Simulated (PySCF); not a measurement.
```xyz
16
charge 0, multiplicity 1
C    -2.5482   -0.1235   -0.4637
C    -1.4940    0.1184    0.5671
S    -1.9132    0.4785    2.1196
C    -0.1157    0.0455    0.2410
C     0.4204   -0.2366   -0.9765
C     1.8602   -0.2476   -1.0411
C     2.5102    0.0210    0.1040
Si    1.2731    0.3423    1.5001
H    -2.4476    0.5918   -1.2804
H    -3.5362   -0.0219   -0.0223
H    -2.4450   -1.1260   -0.8799
H    -0.1603   -0.4450   -1.8644
H     2.3502   -0.4648   -1.9806
H     3.5855    0.0365    0.1582
H     1.3300   -0.6770    2.5418
H     1.3230    1.7175    1.9838
```

Work out the structure from the coordinates.

It has 16 atoms: 6 carbon, 8 hydrogen, 1 sulfur and 1 silicon (C₆H₈SSi). As SMILES it reads `CC(=S)C1=CC=C[SiH2]1`. Independent rings (smallest set): 1 of 5 members. Among its groups: alkene, Si–H bond. The point group is Cs. Coordination, clear cases only: 1 C tetrahedral; 5 C trigonal planar.

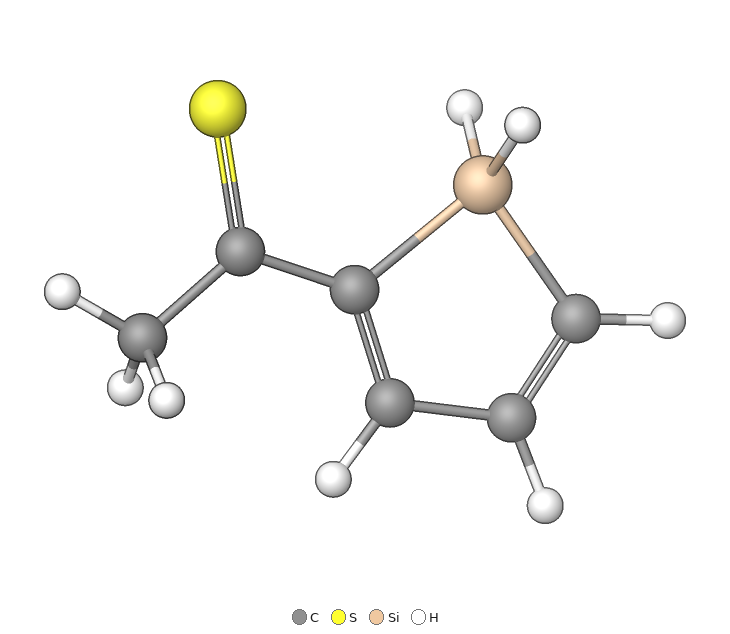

Simulated data, not a measurement (program: PySCF).
